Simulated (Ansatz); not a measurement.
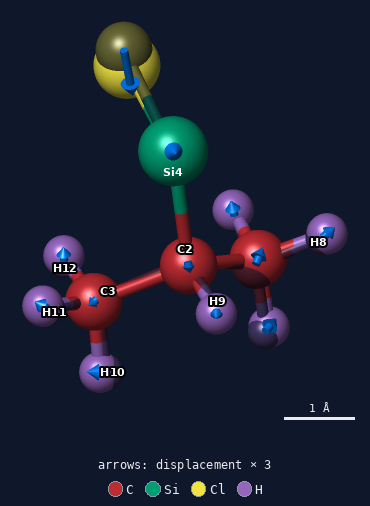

This is a relaxation of C$_{3}$H$_{7}$ClSi (coarse preliminary run). The starting structure is drawn faded, the final one solid; blue arrows show the displacements, 3 times their true length. The two geometries are superimposed by the best rigid fit.

A ball-and-stick model, seen from a free direction.

The start comes from a force field.

Theory: Ansatz, RKS PBE-D4/def2-SVP.

Input file:
```yaml
crystal:
  periodic: [false, false, false]
  atoms:
    - {symbol: C, position_ang: [-0.633400, 0.339400, 1.100500]}
    - {symbol: C, position_ang: [-0.148800, -0.587300, 0.025800]}
    - {symbol: C, position_ang: [1.232700, -0.154600, -0.412800]}
    - {symbol: Si, position_ang: [-1.256600, -0.831100, -1.435400]}
    - {symbol: Cl, position_ang: [-1.587600, 0.931700, -2.435200]}
    - {symbol: H, position_ang: [-0.784700, 1.417500, 0.692800]}
    - {symbol: H, position_ang: [0.021900, 0.429500, 1.953100]}
    - {symbol: H, position_ang: [-1.625400, 0.084600, 1.451200]}
    - {symbol: H, position_ang: [-0.049100, -1.551300, 0.546700]}
    - {symbol: H, position_ang: [1.935500, -0.109200, 0.492100]}
    - {symbol: H, position_ang: [1.689900, -0.865600, -1.090900]}
    - {symbol: H, position_ang: [1.282700, 0.841300, -0.853600]}
basis:
  gaussian: {orbitals: def2-SVP}
hamiltonian: {xc: pbe, dispersion: d4}
relax: {f_tol: 0.03, max_steps: 200}
```

Launched with:
```bash
ansatz run in.yaml --threads 4 --pin off --events-out ev --progress --plain --max-ram 10444MiB
```

Question: Atoms of which element are displaced furthest, and by how much?

Answer: Chlorine: up to 0.30 Å, against 0.12 Å for silicon.

Question: What did the optimiser do to the structure, and how much energy did it gain?

Answer: Over 4 geometry steps the energy falls by 0.482 eV. Largest force component: 2.6 eV/Å at the start, 0.021 eV/Å at the end. The atom that moves furthest after the best rigid fit is Cl5 (0.30 Å). Largest moves by element: Cl 0.30 Å, Si 0.12 Å, H 0.10 Å, C 0.10 Å. Near-neighbour distances that change, for instance: C2–Si4 1.850 → 1.938 Å, Si4–Cl5 2.053 → 2.130 Å, C1–H6 1.163 → 1.109 Å, C1–C2 1.500 → 1.536 Å. Among the angles between lasting bonds that change: C2–Si4–Cl5 111.6° → 99.0°, C1–C2–H9 103.4° → 108.9°, H6–C1–H8 102.3° → 107.6°.
